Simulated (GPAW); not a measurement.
Band structure of FeGe (P2_13, 8 atoms in the cell).

```
FeGe
1.0
    4.71581     0.00000     0.00000
    0.00000     4.71581     0.00000
    0.00000     0.00000     4.71581
Fe Ge
4 4
Direct
  0.13476   0.13476   0.13476
  0.36524   0.86524   0.63476
  0.63476   0.36524   0.86524
  0.86524   0.63476   0.36524
  0.84497   0.84497   0.84497
  0.65503   0.15503   0.34497
  0.34497   0.65503   0.15503
  0.15503   0.34497   0.65503
```
Moments meant for the start (each program seeds them in its own way; μB, in the order of the atoms Fe Fe Fe Fe Ge Ge Ge Ge): 4.0 4.0 4.0 4.0 0.0 0.0 0.0 0.0.

Computed with PBE, GPAW PAW datasets PBE (gpaw-data 1.0.1) (plane waves; GPAW).

Settings: spinpol = true; mode = pw; ecut = 800 eV; xc = PBE; kpts = 3 3 3; mesh shift (steps) = 0 0 0; occupations.name = methfessel-paxton; occupations.width = 0.272 eV; occupations.order = 0; nbands = -12; convergence.density = 1e-05 e/electron; convergence.energy = 1e-05 eV/electron; symmetry.symmorphic = false; symmetry.tolerance = 0.0005.

The starting cell comes from a database of computed structures (which also holds hypothetical and non-ambient phases and stackings), without a prior relaxation at this level. The magnetic order is the one reached from the typed start; others were not searched systematically.

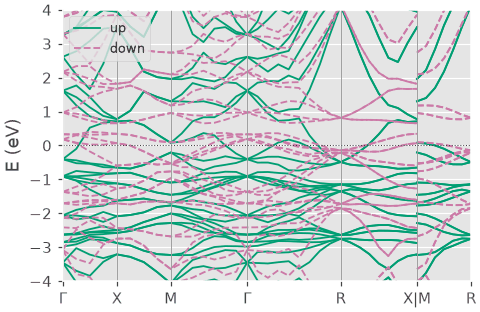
Figure: Bands along the path, energies from the Fermi level.

Levels in eV from the Fermi level, bands 23 to 30 of the first spin channel:
| point | 23 | 24 | 25 | 26 | 27 | 28 | 29 | 30 |
|---|---|---|---|---|---|---|---|---|
| Γ | -0.91 | -0.91 | -0.41 | -0.41 | -0.41 | 1.62 | 1.62 | 1.62 |
| X | -0.82 | -0.82 | -0.65 | -0.65 | 0.71 | 0.71 | 0.77 | 0.77 |
| M | -1.09 | -1.09 | -0.21 | -0.21 | 0.08 | 0.08 | 1.30 | 1.30 |
| R | -1.15 | -1.15 | -0.49 | -0.49 | -0.49 | -0.49 | 4.12 | 4.12 |

Bands cross the Fermi level along this path, so the cell is metallic at this level.

The net moment of the cell came out as 4.52 μB.
